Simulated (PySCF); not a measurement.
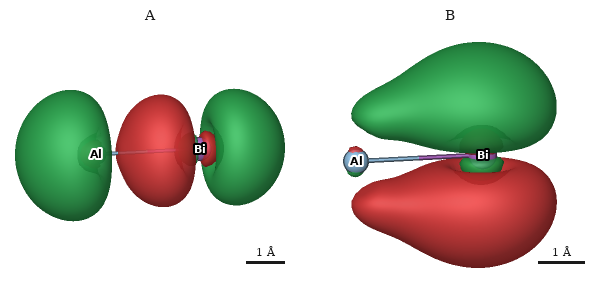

The picture shows: AlBi (triplet). Two frontier α-spin orbitals, each drawn at the value that holds 80 % of its norm (green and red are the two phases), in no order; of a degenerate pair one member is drawn.

Core potentials replace the inner electrons of Bi.

The calculation used PBE0/cc-pVDZ(-PP), non-relativistic Hamiltonian with scalar-relativistic core potentials where named, at a bond length of 2.841 Å in PySCF.

Name the orbitals and rank them from lowest to highest energy.

Answer. Orbital B: π, occupied in this spin, −6.05 eV; mainly on Bi (90 %).
Orbital A: σ, occupied in this spin, −5.31 eV; shared between the atoms (Al 50 %, Bi 50 %).
